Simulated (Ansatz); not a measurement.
# CH3BrSSi: the cost of one run

The runs use Ansatz 0.2.0; RKS r2SCAN-D4/def2-TZVP.

**1. Where the work starts**

7 atoms, charge 0, spin multiplicity 1.

Atoms are counted from 1 here; the program's logs count them from 0.

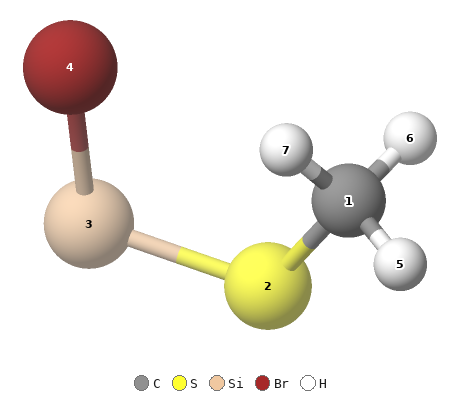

As it starts; carbon grey, sulfur yellow, silicon light orange, bromine red, hydrogen white; atoms are numbered from 1 in the order of the file.

Geometry (Å):

```mol
CH3BrSSi
  3D, bonds by distance, orders not assigned

  7  6  0  0  0  0  0  0  0  0999 V2000
   -0.2324    0.8001   -0.4911 C   0  0
    0.5756   -0.7165   -1.1213 S   0  0
    0.8741   -2.2165    0.3991 Si  0  0
    0.0251   -1.2486    2.3020 Br  0  0
    0.2688    1.6663   -0.9635 H   0  0
   -1.3004    0.7871   -0.7819 H   0  0
   -0.1497    0.8602    0.6111 H   0  0
  1  2  8  0
  1  5  8  0
  1  6  8  0
  1  7  8  0
  2  3  8  0
  3  4  8  0
M  END
```

**2. Relaxation**

Input file input.yaml:

```yaml
crystal:
  periodic: [false, false, false]
  atoms:
    - { symbol: C, position_ang: [-0.232381, 0.800056, -0.491123] }
    - { symbol: S, position_ang: [0.575638, -0.716479, -1.121329] }
    - { symbol: Si, position_ang: [0.874144, -2.216459, 0.399068] }
    - { symbol: Br, position_ang: [0.025051, -1.248592, 2.302008] }
    - { symbol: H, position_ang: [0.268782, 1.666268, -0.963514] }
    - { symbol: H, position_ang: [-1.300404, 0.787052, -0.781913] }
    - { symbol: H, position_ang: [-0.149731, 0.860155, 0.611103] }
basis:
  gaussian: { orbitals: def2-TZVP }
hamiltonian:
  xc: r2scan
  dispersion: d4
output:
  forces: true
relax:
  f_tol: 0.003
  max_steps: 120
```

The run is started by

```console
$ ansatz run input.yaml --threads 1 --pin off --max-ram 2560MiB --backend cpu --events-out ev --progress --plain --runs-dir out
```

**Question.** How long does this run take on 1 thread of Arm Neoverse V1, shared host, and how much memory does it need?

About 5.3 min, with a peak of 0.23 GiB.
